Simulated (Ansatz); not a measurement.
# SiCNCl2F (SMILES N#C[Si](F)(Cl)Cl) at B3LYP/6-31G(d) (Cartesian functions)

Aim: the vertical ionisation energy of SiCNCl2F at B3LYP/6-31G* (Cartesian functions), from 2 runs. 

The calculation is run with Ansatz 0.2.0.

136 further runs of the same task are left out: 6 that didn't finish, 130 set aside as unsound or not needed. Runs told in other sessions of the task aren't counted.

### 1 The molecule

SiCNCl2F has 6 atoms, charge 0, and is taken as a singlet. As SMILES, `N#C[Si](F)(Cl)Cl`. The coordinates come from a PBE0-D4/def2-TZVP relaxation.

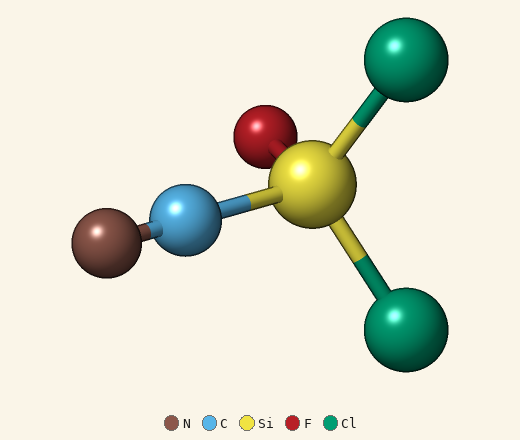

The structure, seen from a chosen angle (nitrogen brown, carbon blue, silicon yellow, fluorine red, chlorine teal).

### 2 The energy at B3LYP/6-31G(d) (Cartesian functions)

in.yaml reads:

```yaml
crystal:
  periodic: [false, false, false]
  atoms:
    - {symbol: "N", position_ang: [1.752600, -1.361000, 1.114200]}
    - {symbol: C, position_ang: [0.923100, -0.763300, 0.585900]}
    - {symbol: Si, position_ang: [-0.381900, 0.210300, -0.249400]}
    - {symbol: F, position_ang: [-1.471500, -0.801900, -0.758800]}
    - {symbol: Cl, position_ang: [0.422900, 1.177100, -1.812500]}
    - {symbol: Cl, position_ang: [-1.203100, 1.474700, 1.074300]}
basis:
  gaussian: {orbitals: "6-31G*"}
hamiltonian: {xc: {name: B3LYP}}
accuracy: high
output: {orbitals: {seedname: orbitals}}
```

On the command line:

```sh
$ ansatz run in.yaml --threads 1 --pin off --max-ram 3480MiB --events-out events.jsonl --progress --plain --runs-dir runs
```

The log of the run:

```text
Warning: RAYON_NUM_THREADS=1 ignored (pool sized by the plan → 1); use --threads N
Functional definition: B3LYP
  name "B3LYP"
  parameter a0 = 0.2
  parameter ax = 0.72
  parameter ac = 0.81
  exchange = (1 - a0 - ax)*slater_x + ax*b88_x + a0*exact_x
  correlation = (1 - ac)*vwn_rpa_c + ac*lyp_c
2056 factors; integrals over basis functions are off by at most 4.8e-9 eV
mean field evaluation 1: about -38165.6432 eV, gradient 4.8e1 eV
mean field evaluation 2: about -38154.2271 eV, gradient 8.7e1 eV
mean field evaluation 4: about -38170.1823 eV, gradient 4.9e0 eV
mean field evaluation 8: about -38170.3045 eV, gradient 5.1e-1 eV
mean field evaluation 16: about -38170.3051 eV, gradient 1.9e-5 eV
mean field -38170.30508045 eV, -1402.7328389443 hartree, gradient 3.9e-8 eV, S^2 0.000000; 0 other end points of the search recorded, 0 dependent functions left out
reference -38170.30511862 eV, -1402.7328403472 hartree; 35, 35 occupied and 67, 67 virtual orbitals, 2056 factors
Total energy: -38170.30511862 eV, -1402.7328403472 hartree
```

Wall time 12 s (1 thread of Arm Neoverse V1, shared host); peak memory 0.38 GiB.

### 3 The doublet cation

run.yaml reads:

```yaml
basis:
  gaussian:
    orbitals: "6-31G*"
crystal:
  periodic: [false, false, false]
  atoms:
    - {symbol: "N", position_ang: [1.752600, -1.361000, 1.114200]}
    - {symbol: C, position_ang: [0.923100, -0.763300, 0.585900]}
    - {symbol: Si, position_ang: [-0.381900, 0.210300, -0.249400]}
    - {symbol: F, position_ang: [-1.471500, -0.801900, -0.758800]}
    - {symbol: Cl, position_ang: [0.422900, 1.177100, -1.812500]}
    - {symbol: Cl, position_ang: [-1.203100, 1.474700, 1.074300]}
total_charge: 1
magnetization:
  spin_polarized: true
  initial_magnetization: 1
hamiltonian:
  xc: {name: B3LYP}
accuracy: high
output: {orbitals: {seedname: orbitals}}
```

On the command line:

```sh
$ ansatz run run.yaml --threads 1 --pin off --max-ram 3480MiB --events-out events.jsonl --progress --plain --runs-dir runs
```

The log of the run:

```text
Warning: RAYON_NUM_THREADS=1 ignored (pool sized by the plan → 1); use --threads N
Functional definition: B3LYP
  name "B3LYP"
  parameter a0 = 0.2
  parameter ax = 0.72
  parameter ac = 0.81
  exchange = (1 - a0 - ax)*slater_x + ax*b88_x + a0*exact_x
  correlation = (1 - ac)*vwn_rpa_c + ac*lyp_c
2057 factors; integrals over basis functions are off by at most 4.8e-9 eV
mean field evaluation 1: about -38149.5890 eV, gradient 4.6e1 eV
mean field evaluation 2: about -38106.1723 eV, gradient 1.0e2 eV
mean field evaluation 4: about -38157.7090 eV, gradient 7.5e0 eV
mean field evaluation 8: about -38158.0754 eV, gradient 2.0e0 eV
mean field evaluation 16: about -38158.2035 eV, gradient 9.2e-2 eV
mean field evaluation 32: about -38158.2040 eV, gradient 1.3e-5 eV
mean field evaluation 64: about -38158.0914 eV, gradient 2.8e0 eV
mean field evaluation 96: about -38158.1282 eV, gradient 2.6e-1 eV
mean field -38158.20398712 eV, -1402.2881319670 hartree, gradient 3.4e-8 eV, S^2 0.755936; 9 other end points of the search recorded, 0 dependent functions left out
reference -38158.20402564 eV, -1402.2881333827 hartree; 35, 34 occupied and 67, 68 virtual orbitals, 2057 factors
Total energy: -38158.20402564 eV, -1402.2881333827 hartree
```

Wall time 68 s (1 thread of Arm Neoverse V1, shared host); peak memory 0.66 GiB.

### 4 Summary of results

At B3LYP/6-31G* (Cartesian functions):

```
                                          quantity           value
                    singlet SiCNCl2F: total energy  -1402.73284 Eh
                     singlet SiCNCl2F: HOMO energy        -9.80 eV
                     singlet SiCNCl2F: LUMO energy        -1.45 eV
                   singlet SiCNCl2F: HOMO–LUMO gap         8.36 eV
                      doublet cation: total energy  -1402.28813 Eh
doublet cation: HOMO energy (highest over α and β)       -15.68 eV
 doublet cation: LUMO energy (lowest over α and β)       -14.39 eV
                              doublet cation: ⟨S²⟩           0.756
vertical ionisation energy (to the doublet cation)       12.101 eV
```

**Reading.** The vertical ionisation energy comes to 12.10 eV (1168 kJ/mol). The negative HOMO energy of the first species, 9.80 eV, lies 2.30 eV below that difference.
